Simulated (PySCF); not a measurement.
Property calculation of CH₄AsNSi

The run: property calculation of CH₄AsNSi. Method and program: CAM-B3LYP/def2-TZVP, RKS (PySCF 2.14.0).

The geometry comes from this level: GFN2-xTB.

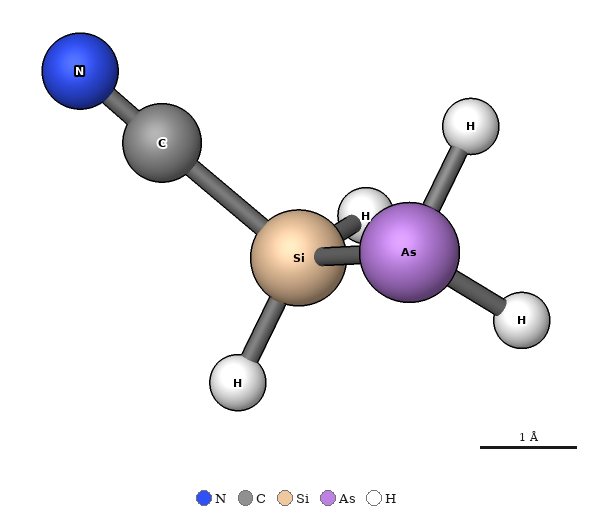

**Figure 1.** The structure (ball-and-stick view, seen at a tilt). Bond lengths as drawn: As–H 1.50 Å, As–Si 2.33 Å, C–N 1.15 Å, C–Si 1.87 Å and H–Si 1.47 Å.

Input file (calc.py)
```python
# N#C[SiH2][AsH2]
import numpy
from pyscf import gto, scf, dft, lo

mol = gto.M(
    atom='''
N        2.118260      -0.289780       2.029080
C        1.370320       0.099340       1.253070
Si       0.112710       0.663790      -0.011730
As      -1.484540      -1.026470      -0.174950
H        0.917520       0.971820      -1.201510
H       -0.440130       1.909430       0.540720
H       -2.023860      -0.432050      -1.447450
H       -0.570290      -1.896080      -0.987240
''',
    spin=0,
    basis='def2-tzvp',
    verbose=4,
    max_memory=1860,
    charge=0,
)

mf = dft.RKS(mol)
mf.xc = 'cam-b3lyp'
mf.grids.level = 4
mf.conv_tol = 1e-05
mf.kernel()

energy = mf.e_tot
print('E = %.10f Eh' % energy)
mf.analyze()
quad = mf.quad_moment()
occ = mf.mo_coeff[:, mf.mo_occ > 0]
iaos = lo.vec_lowdin(lo.iao.iao(mol, occ), mf.get_ovlp())
c = iaos.T @ mf.get_ovlp() @ occ
pop_iao, q_iao = scf.hf.mulliken_pop(lo.iao.reference_mol(mol), (c * mf.mo_occ[mf.mo_occ > 0]) @ c.T, numpy.eye(c.shape[0]), verbose=0)
print('IAO charges', numpy.round(q_iao, 4))
```

Hardware: 1 thread of Arm Neoverse V1, 24 GiB of memory available, shared host.

Launch command:
```bash
OMP_NUM_THREADS=1 python calc.py
```

Log
```
PySCF version 2.14.0

[INPUT] num. atoms = 8
[INPUT] num. electrons = 64
[INPUT] charge = 0
[INPUT] spin (= nelec alpha-beta = 2S) = 0
[INPUT] symmetry False subgroup None
[INPUT] Mole.unit = angstrom
[INPUT] Symbol           X                Y                Z      unit          X                Y                Z       unit  Magmom
[INPUT]  1 N      2.118260000000  -0.289780000000   2.029080000000 AA    4.002931260621  -0.547604836376   3.834405484832 Bohr   0.0
[INPUT]  2 C      1.370320000000   0.099340000000   1.253070000000 AA    2.589529503014   0.187725393214   2.367959114909 Bohr   0.0
[INPUT]  3 Si     0.112710000000   0.663790000000  -0.011730000000 AA    0.212991031500   1.254381304225  -0.022166487441 Bohr   0.0
[INPUT]  4 As    -1.484540000000  -1.026470000000  -0.174950000000 AA   -2.805374020962  -1.939747175082  -0.330607585493 Bohr   0.0
[INPUT]  5 H      0.917520000000   0.971820000000  -1.201510000000 AA    1.733861513811   1.836473642375  -2.270524835926 Bohr   0.0
[INPUT]  6 H     -0.440130000000   1.909430000000   0.540720000000 AA   -0.831725159205   3.608299754028   1.021812710075 Bohr   0.0
[INPUT]  7 H     -2.023860000000  -0.432050000000  -1.447450000000 AA   -3.824541114462  -0.816456172118  -2.735284079002 Bohr   0.0
[INPUT]  8 H     -0.570290000000  -1.896080000000  -0.987240000000 AA   -1.077691911578  -3.583071910265  -1.865613219216 Bohr   0.0

nuclear repulsion = 282.696617308148
number of shells = 67
number of NR pGTOs = 290
number of NR cGTOs = 171
basis = def2-tzvp
ecp = {}

******** <class 'pyscf.dft.rks.RKS'> ********
method = RKS
initial guess = minao
damping factor = 0
level_shift factor = 0
DIIS = <class 'pyscf.scf.diis.CDIIS'>
diis_start_cycle = 1
diis_space = 8
diis_damp = 0
SCF conv_tol = 1e-05
SCF conv_tol_grad = None
SCF max_cycles = 50
direct_scf = True
direct_scf_tol = 1e-13
XC library pyscf.dft.libxc version 7.0.0
    S. Lehtola, C. Steigemann, M. J.T. Oliveira, and M. A.L. Marques.,  SoftwareX 7, 1–5 (2018)
XC functionals = cam-b3lyp
    T. Yanai, D. P. Tew, and N. C. Handy.,  Chem. Phys. Lett. 393, 51 (2004)
radial grids:
    Treutler-Ahlrichs [JCP 102, 346 (1995); DOI:10.1063/1.469408] (M4) radial grids

becke partition: Becke, JCP 88, 2547 (1988); DOI:10.1063/1.454033
pruning grids: <function nwchem_prune>
grids dens level: 4
symmetrized grids: False
atomic radii adjust function: <function treutler_atomic_radii_adjust>
small_rho_cutoff = 0
Set gradient conv threshold to 0.00316228
Initial guess from minao.
tot grids = 178424
init E= -2620.15708256994
  HOMO = -0.303189841365217  LUMO = -0.0493968511508151  gap/eV = 6.90606
cycle= 1 E= -2620.68945151187  delta_E= -0.532  |g|= 0.568  |ddm|= 2.44
  HOMO = -0.32810490168031  LUMO = -0.0150295211699663  gap/eV = 8.51922
cycle= 2 E= -2620.62084761302  delta_E= 0.0686  |g|= 0.813  |ddm|= 0.729
  HOMO = -0.350108777085978  LUMO = 0.00654525701934219  gap/eV = 9.70505
cycle= 3 E= -2620.74402898072  delta_E= -0.123  |g|= 0.159  |ddm|= 0.462
  HOMO = -0.349289241387574  LUMO = 0.00787715808137114  gap/eV = 9.71899
cycle= 4 E= -2620.74822996941  delta_E= -0.0042  |g|= 0.0331  |ddm|= 0.0841
  HOMO = -0.350009025544814  LUMO = 0.00873804049973478  gap/eV = 9.76200
cycle= 5 E= -2620.74843271711  delta_E= -0.000203  |g|= 0.00623  |ddm|= 0.027
  HOMO = -0.349409725964357  LUMO = 0.00881967165577845  gap/eV = 9.74792
cycle= 6 E= -2620.74844178333  delta_E= -9.07e-06  |g|= 0.0017  |ddm|= 0.00691
  HOMO = -0.349608083424194  LUMO = 0.00879204793982723  gap/eV = 9.75256
```

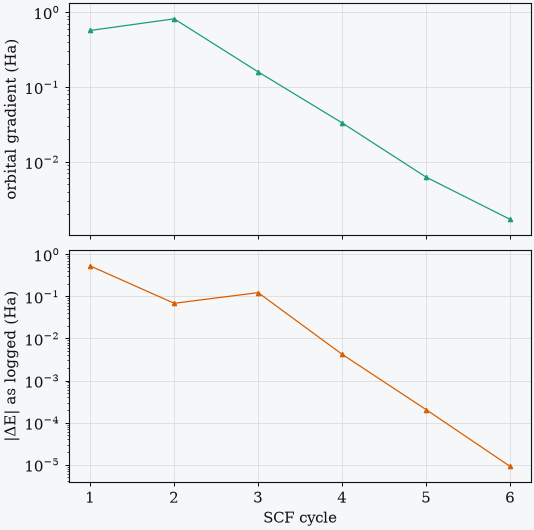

**Figure 2.** Convergence of the self-consistent field: orbital gradient and size of the energy change against the SCF cycle. The residual falls almost steadily, with no more than small rises.

```
Extra cycle  E= -2620.74844225249  delta_E= -4.69e-07  |g|= 0.00148  |ddm|= 0.0029
converged SCF energy = -2620.74844225249
E = -2620.7484422525 Eh
**** SCF Summaries ****
Total Energy =                       -2620.748442252493078
Nuclear Repulsion Energy =             282.696617308148291
One-electron Energy =                -4206.105292124720108
Two-electron Energy =                 1302.660232564078797
Two-electron Coulomb Energy =         1420.505733095870937
DFT Exchange-Correlation Energy =     -117.845500531792027
HOMO-LUMO gap [eV] =                     9.752564324165082
**** MO energy ****
MO #1   energy= -425.942099133996  occ= 2
MO #2   energy= -66.229881197915   occ= 2
MO #3   energy= -53.9199903470217  occ= 2
MO #4   energy= -48.2093448414338  occ= 2
MO #5   energy= -48.2092421293576  occ= 2
MO #6   energy= -48.2080497835421  occ= 2
MO #7   energy= -14.3980789229888  occ= 2
MO #8   energy= -10.2708639426002  occ= 2
MO #9   energy= -7.08157633237835  occ= 2
MO #10  energy= -5.39362193283488  occ= 2
MO #11  energy= -5.14159646037913  occ= 2
MO #12  energy= -5.14097022715232  occ= 2
MO #13  energy= -5.13717767740894  occ= 2
MO #14  energy= -3.75308144390825  occ= 2
MO #15  energy= -3.75123443376177  occ= 2
MO #16  energy= -3.75059099577043  occ= 2
MO #17  energy= -1.73230103777269  occ= 2
MO #18  energy= -1.73193851464194  occ= 2
MO #19  energy= -1.72944346895278  occ= 2
MO #20  energy= -1.72852070928571  occ= 2
MO #21  energy= -1.72696364193825  occ= 2
MO #22  energy= -0.993566649144512 occ= 2
MO #23  energy= -0.755321128167992 occ= 2
MO #24  energy= -0.665758779956747 occ= 2
MO #25  energy= -0.521144368513781 occ= 2
MO #26  energy= -0.469450772452558 occ= 2
MO #27  energy= -0.454567178438275 occ= 2
MO #28  energy= -0.437268205999603 occ= 2
MO #29  energy= -0.430347178574524 occ= 2
MO #30  energy= -0.41154801403247  occ= 2
MO #31  energy= -0.397550020017555 occ= 2
MO #32  energy= -0.349608083424194 occ= 2
MO #33  energy= 0.00879204793982723 occ= 0
MO #34  energy= 0.0236246178043089 occ= 0
MO #35  energy= 0.0280507784168154 occ= 0
MO #36  energy= 0.0377829393320036 occ= 0
MO #37  energy= 0.0456371256116292 occ= 0
MO #38  energy= 0.0883198918945666 occ= 0
MO #39  energy= 0.106545278332015  occ= 0
MO #40  energy= 0.126656588891024  occ= 0
MO #41  energy= 0.13381977077609   occ= 0
MO #42  energy= 0.158476830026312  occ= 0
MO #43  energy= 0.181566964609706  occ= 0
MO #44  energy= 0.224223327918143  occ= 0
MO #45  energy= 0.227490765052591  occ= 0
MO #46  energy= 0.250960405025054  occ= 0
MO #47  energy= 0.267385525703281  occ= 0
MO #48  energy= 0.276049305881073  occ= 0
MO #49  energy= 0.295527717309626  occ= 0
MO #50  energy= 0.310412947890619  occ= 0
MO #51  energy= 0.338281326994412  occ= 0
MO #52  energy= 0.343789021578789  occ= 0
MO #53  energy= 0.353614520741929  occ= 0
MO #54  energy= 0.375071440679399  occ= 0
MO #55  energy= 0.376151221924395  occ= 0
MO #56  energy= 0.415685478960717  occ= 0
MO #57  energy= 0.427446209015398  occ= 0
MO #58  energy= 0.45542863648968   occ= 0
MO #59  energy= 0.464937148028817  occ= 0
MO #60  energy= 0.477891346153669  occ= 0
MO #61  energy= 0.484883865318341  occ= 0
MO #62  energy= 0.522439518076857  occ= 0
MO #63  energy= 0.533835692521024  occ= 0
MO #64  energy= 0.542259632342653  occ= 0
MO #65  energy= 0.557047505931085  occ= 0
MO #66  energy= 0.57174361069682   occ= 0
MO #67  energy= 0.575712113635175  occ= 0
MO #68  energy= 0.62479672503698   occ= 0
MO #69  energy= 0.714240391167705  occ= 0
MO #70  energy= 0.721672888518711  occ= 0
MO #71  energy= 0.766467326900912  occ= 0
MO #72  energy= 0.774108139944033  occ= 0
MO #73  energy= 0.864622393866235  occ= 0
MO #74  energy= 0.922464937619292  occ= 0
MO #75  energy= 0.933993853494321  occ= 0
MO #76  energy= 0.980166412635019  occ= 0
MO #77  energy= 0.987286679696981  occ= 0
MO #78  energy= 1.00893933863436   occ= 0
MO #79  energy= 1.05709579102141   occ= 0
MO #80  energy= 1.07002729381547   occ= 0
MO #81  energy= 1.0909645106366    occ= 0
MO #82  energy= 1.0939495937261    occ= 0
MO #83  energy= 1.11317524567575   occ= 0
MO #84  energy= 1.12440436416584   occ= 0
MO #85  energy= 1.13253387887635   occ= 0
MO #86  energy= 1.15190225047601   occ= 0
MO #87  energy= 1.21244563512821   occ= 0
MO #88  energy= 1.22594142718195   occ= 0
MO #89  energy= 1.22835451706513   occ= 0
MO #90  energy= 1.25157628480647   occ= 0
MO #91  energy= 1.283460052051     occ= 0
MO #92  energy= 1.31636625465816   occ= 0
MO #93  energy= 1.33532870568722   occ= 0
MO #94  energy= 1.33859636014632   occ= 0
MO #95  energy= 1.359800081736     occ= 0
MO #96  energy= 1.37984128754027   occ= 0
MO #97  energy= 1.39069268001205   occ= 0
MO #98  energy= 1.39909141239168   occ= 0
MO #99  energy= 1.44242947693174   occ= 0
MO #100 energy= 1.45781346770177   occ= 0
MO #101 energy= 1.48126433540373   occ= 0
MO #102 energy= 1.51164498846342   occ= 0
MO #103 energy= 1.57896743367198   occ= 0
MO #104 energy= 1.58475624803577   occ= 0
MO #105 energy= 1.61423960872906   occ= 0
MO #106 energy= 1.66497205777893   occ= 0
MO #107 energy= 1.69765107493195   occ= 0
MO #108 energy= 1.76804318101851   occ= 0
MO #109 energy= 1.7780521199762    occ= 0
MO #110 energy= 1.80785250505348   occ= 0
MO #111 energy= 1.84922367773303   occ= 0
MO #112 energy= 1.93990548016998   occ= 0
MO #113 energy= 1.95627523800178   occ= 0
MO #114 energy= 1.98628415168348   occ= 0
MO #115 energy= 2.00482288764556   occ= 0
MO #116 energy= 2.03602584314808   occ= 0
MO #117 energy= 2.06569630994121   occ= 0
MO #118 energy= 2.08974723097518   occ= 0
MO #119 energy= 2.14184709482764   occ= 0
MO #120 energy= 2.25944531338351   occ= 0
MO #121 energy= 2.28872435785377   occ= 0
MO #122 energy= 2.30635823611592   occ= 0
MO #123 energy= 2.36012765411773   occ= 0
MO #124 energy= 2.38458661835542   occ= 0
MO #125 energy= 2.44482748754475   occ= 0
MO #126 energy= 2.47976799873896   occ= 0
MO #127 energy= 2.50959679640176   occ= 0
MO #128 energy= 2.56815049350404   occ= 0
MO #129 energy= 2.57212683028131   occ= 0
MO #130 energy= 2.68034216400812   occ= 0
MO #131 energy= 2.73358278819799   occ= 0
MO #132 energy= 2.74015556201123   occ= 0
MO #133 energy= 2.7880988324421    occ= 0
MO #134 energy= 2.838760907611     occ= 0
MO #135 energy= 2.86487346810335   occ= 0
MO #136 energy= 2.91645465846656   occ= 0
MO #137 energy= 2.96180274672779   occ= 0
MO #138 energy= 3.00808217805777   occ= 0
MO #139 energy= 3.07303178122518   occ= 0
MO #140 energy= 3.0803487337949    occ= 0
MO #141 energy= 3.1097258409385    occ= 0
MO #142 energy= 3.14805347456583   occ= 0
MO #143 energy= 3.16843599638793   occ= 0
MO #144 energy= 3.23540078072312   occ= 0
MO #145 energy= 3.25691176528324   occ= 0
MO #146 energy= 3.31327355875174   occ= 0
MO #147 energy= 3.44257951314485   occ= 0
MO #148 energy= 3.48567610234464   occ= 0
MO #149 energy= 3.51198079691721   occ= 0
MO #150 energy= 3.53566225267994   occ= 0
MO #151 energy= 3.57513332346738   occ= 0
MO #152 energy= 4.04216888191161   occ= 0
MO #153 energy= 4.04254395808615   occ= 0
MO #154 energy= 4.23368631563153   occ= 0
MO #155 energy= 4.55902159027176   occ= 0
MO #156 energy= 4.56060793660131   occ= 0
MO #157 energy= 4.68090702437342   occ= 0
MO #158 energy= 4.68151380837453   occ= 0
MO #159 energy= 5.02334409186199   occ= 0
MO #160 energy= 5.02849823038454   occ= 0
MO #161 energy= 5.50065405688081   occ= 0
MO #162 energy= 5.56591672467625   occ= 0
MO #163 energy= 5.57027564170932   occ= 0
MO #164 energy= 5.89020660766415   occ= 0
MO #165 energy= 6.06206948797726   occ= 0
MO #166 energy= 6.22134286714046   occ= 0
MO #167 energy= 6.36641470894618   occ= 0
MO #168 energy= 6.60317813058343   occ= 0
MO #169 energy= 11.2180321246175   occ= 0
MO #170 energy= 22.5922378786225   occ= 0
MO #171 energy= 32.0357797055223   occ= 0
 ** Mulliken pop on meta-lowdin orthogonal AOs  **
 ** Mulliken pop  **
pop of  0 N 1s            1.99991
pop of  0 N 2s            1.55169
pop of  0 N 3s            0.01710
pop of  0 N 4s            0.00042
pop of  0 N 5s            0.00010
pop of  0 N 2px           1.24068
pop of  0 N 2py           1.09429
pop of  0 N 2pz           1.25288
pop of  0 N 3px           0.00105
pop of  0 N 3py           0.00044
pop of  0 N 3pz           0.00110
pop of  0 N 4px           0.00061
pop of  0 N 4py           0.00030
pop of  0 N 4pz           0.00061
pop of  0 N 3dxy          0.00249
pop of  0 N 3dyz          0.00265
pop of  0 N 3dz^2         0.00236
pop of  0 N 3dxz          0.00663
pop of  0 N 3dx2-y2       0.00196
pop of  0 N 4dxy          0.00006
pop of  0 N 4dyz          0.00006
pop of  0 N 4dz^2         0.00003
pop of  0 N 4dxz          0.00022
pop of  0 N 4dx2-y2       0.00004
pop of  0 N 4f-3          0.00012
pop of  0 N 4f-2          0.00041
pop of  0 N 4f-1          0.00010
pop of  0 N 4f+0          0.00009
pop of  0 N 4f+1          0.00035
pop of  0 N 4f+2          0.00023
pop of  0 N 4f+3          0.00002
pop of  1 C 1s            1.99989
pop of  1 C 2s            1.08161
pop of  1 C 3s            0.01135
pop of  1 C 4s            0.00090
pop of  1 C 5s            0.00021
pop of  1 C 2px           1.02543
pop of  1 C 2py           0.96566
pop of  1 C 2pz           1.02821
pop of  1 C 3px           0.00691
pop of  1 C 3py           0.00357
pop of  1 C 3pz           0.00723
pop of  1 C 4px           0.00132
pop of  1 C 4py           0.00090
pop of  1 C 4pz           0.00147
pop of  1 C 3dxy          0.00094
pop of  1 C 3dyz          0.00098
pop of  1 C 3dz^2         0.00083
pop of  1 C 3dxz          0.00275
pop of  1 C 3dx2-y2       0.00078
pop of  1 C 4dxy          0.00025
pop of  1 C 4dyz          0.00035
pop of  1 C 4dz^2         0.00047
pop of  1 C 4dxz          0.00028
pop of  1 C 4dx2-y2       0.00039
pop of  1 C 4f-3          0.00047
pop of  1 C 4f-2          0.00141
pop of  1 C 4f-1          0.00039
pop of  1 C 4f+0          0.00050
pop of  1 C 4f+1          0.00139
pop of  1 C 4f+2          0.00107
pop of  1 C 4f+3          0.00023
pop of  2 Si 1s           1.99999
pop of  2 Si 2s           1.99963
pop of  2 Si 3s           1.06078
pop of  2 Si 4s           0.00391
pop of  2 Si 5s           0.00028
pop of  2 Si 2px          1.99983
pop of  2 Si 2py          1.99984
pop of  2 Si 2pz          1.99983
pop of  2 Si 3px          0.76311
pop of  2 Si 3py          0.81948
pop of  2 Si 3pz          0.77129
pop of  2 Si 4px          0.00918
pop of  2 Si 4py          0.01000
pop of  2 Si 4pz          0.00878
pop of  2 Si 5px          0.00128
pop of  2 Si 5py          0.00058
pop of  2 Si 5pz          0.00139
pop of  2 Si 6px          0.00008
pop of  2 Si 6py          0.00006
pop of  2 Si 6pz          0.00010
pop of  2 Si 3dxy         0.01136
pop of  2 Si 3dyz         0.00521
pop of  2 Si 3dz^2        0.00622
pop of  2 Si 3dxz         0.00821
pop of  2 Si 3dx2-y2      0.00304
pop of  2 Si 4dxy         0.00137
pop of  2 Si 4dyz         0.00111
pop of  2 Si 4dz^2        0.00086
pop of  2 Si 4dxz         0.00246
pop of  2 Si 4dx2-y2      0.00138
pop of  2 Si 4f-3         0.00055
pop of  2 Si 4f-2         0.00080
pop of  2 Si 4f-1         0.00010
pop of  2 Si 4f+0         0.00024
pop of  2 Si 4f+1         0.00105
pop of  2 Si 4f+2         0.00034
pop of  2 Si 4f+3         0.00063
pop of  3 As 1s           1.99997
pop of  3 As 2s           1.99966
pop of  3 As 3s           1.99881
pop of  3 As 4s           1.61671
pop of  3 As 5s           0.00153
pop of  3 As 6s           0.00141
pop of  3 As 2px          1.99997
pop of  3 As 2py          1.99997
pop of  3 As 2pz          1.99997
pop of  3 As 3px          1.99977
pop of  3 As 3py          1.99976
pop of  3 As 3pz          1.99978
pop of  3 As 4px          1.11501
pop of  3 As 4py          1.02043
pop of  3 As 4pz          1.22546
pop of  3 As 5px          0.00697
pop of  3 As 5py          0.00900
pop of  3 As 5pz          0.00678
pop of  3 As 6px          0.00210
pop of  3 As 6py          0.00265
pop of  3 As 6pz          0.00203
pop of  3 As 3dxy         1.99957
pop of  3 As 3dyz         1.99959
pop of  3 As 3dz^2        1.99965
pop of  3 As 3dxz         1.99959
pop of  3 As 3dx2-y2      1.99968
pop of  3 As 4dxy         0.00827
pop of  3 As 4dyz         0.00551
pop of  3 As 4dz^2        0.00523
pop of  3 As 4dxz         0.00528
pop of  3 As 4dx2-y2      0.00162
pop of  3 As 5dxy         0.00046
pop of  3 As 5dyz         0.00051
pop of  3 As 5dz^2        0.00026
pop of  3 As 5dxz         0.00047
pop of  3 As 5dx2-y2      0.00038
pop of  3 As 6dxy         0.00003
pop of  3 As 6dyz         0.00003
pop of  3 As 6dz^2        0.00002
pop of  3 As 6dxz         0.00003
pop of  3 As 6dx2-y2      0.00001
pop of  3 As 4f-3         0.00009
pop of  3 As 4f-2         0.00067
pop of  3 As 4f-1         0.00006
pop of  3 As 4f+0         0.00005
pop of  3 As 4f+1         0.00038
pop of  3 As 4f+2         0.00004
pop of  3 As 4f+3         0.00036
pop of  4 H 1s            1.06792
pop of  4 H 2s            0.00390
pop of  4 H 3s            0.00061
pop of  4 H 2px           0.00143
pop of  4 H 2py           0.00025
pop of  4 H 2pz           0.00284
pop of  5 H 1s            1.06641
pop of  5 H 2s            0.00373
pop of  5 H 3s            0.00049
pop of  5 H 2px           0.00060
pop of  5 H 2py           0.00316
pop of  5 H 2pz           0.00071
pop of  6 H 1s            0.98986
pop of  6 H 2s            0.00388
pop of  6 H 3s            0.00089
pop of  6 H 2px           0.00067
pop of  6 H 2py           0.00061
pop of  6 H 2pz           0.00288
pop of  7 H 1s            0.98265
pop of  7 H 2s            0.00430
pop of  7 H 3s            0.00090
pop of  7 H 2px           0.00139
pop of  7 H 2py           0.00140
pop of  7 H 2pz           0.00137
 ** Mulliken atomic charges  **
charge of    0N =     -0.17903
charge of    1C =     -0.14817
charge of    2Si =      0.50567
charge of    3As =     -0.03562
charge of    4H =     -0.07696
charge of    5H =     -0.07510
charge of    6H =      0.00120
charge of    7H =      0.00800
Dipole moment(X, Y, Z, Debye): -2.72645,  0.77400, -2.92913
Traceless quadrupole moment (Debye*A):

IAO charges [-0.2041 -0.1587  0.6014  0.0161 -0.1094 -0.106  -0.0235 -0.0158]
```

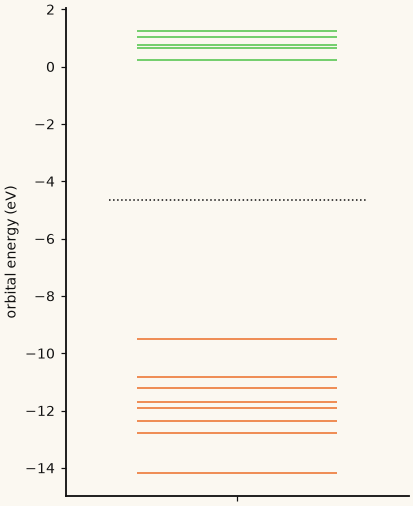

**Figure 3.** Orbital energies near the frontier; the dotted line parts filled from empty levels, and levels within 0.02 eV of each other stand side by side. Highest filled −9.51 eV, lowest empty 0.24 eV, 9.75 eV apart.

Summary

| quantity | value |
| --- | --- |
| outcome | converged |
| total energy | −2620.748442 hartree |
| basis functions | 171 |
| HOMO | −9.51 eV |
| LUMO | 0.24 eV |
| dipole moment | 4.08 D |
| wall time | 65 s |
| peak memory | 1.4 GiB |
